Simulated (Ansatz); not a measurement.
GaN (zinc blende)

```cif
data_Ga4N4
_chemical_formula_sum 'N4 Ga4'
_space_group_name_H-M_alt 'F-43m'
_space_group_IT_number 216
_space_group_name_Hall 'F -4 2 3'
_cell_length_a 4.49791
_cell_length_b 4.49791
_cell_length_c 4.49791
_cell_angle_alpha 90.000
_cell_angle_beta 90.000
_cell_angle_gamma 90.000
loop_
_atom_site_label
_atom_site_type_symbol
_atom_site_symmetry_multiplicity
_atom_site_Wyckoff_symbol
_atom_site_fract_x
_atom_site_fract_y
_atom_site_fract_z
_atom_site_occupancy
N1 N 4 c 0.25000 0.25000 0.25000 1
Ga1 Ga 4 a 0.00000 0.00000 0.00000 1
```
(The calculation used a cell of 2 atoms; values per cell refer to that cell.)

Equation-of-state scan: isotropic scaling of the cell above, V₀ being its volume. Symmetry pins the atoms to their sites.

Calculation: r2SCAN (plane waves to 500 eV, PAW, scalar-relativistic; Ansatz, a program for electronic structure). k mesh 13×13×13 (Γ-centred), Fermi-Dirac smearing 0.05 eV. The energy includes the smearing's −TS. GaN was relaxed with its symmetry unable to fall. ΔE is measured from the relaxed starting cell.

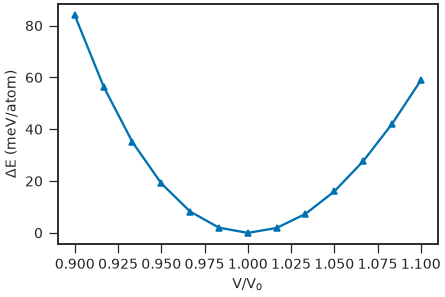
Figure. ΔE (meV/atom) against V/V₀; markers are the computed points, lines only join them.

Q: What is ΔE at V/V₀ = 1.100?

A: About 59 meV/atom.

Q: What is ΔE at V/V₀ = 0.900?

A: About 84 meV/atom.

Q: What bulk modulus B₀ follows from a third-order Birch-Murnaghan fit?

A: About 200 GPa.

(A scan under strain: stresses follow from slopes of the energy per volume, elastic moduli from its curvatures.)
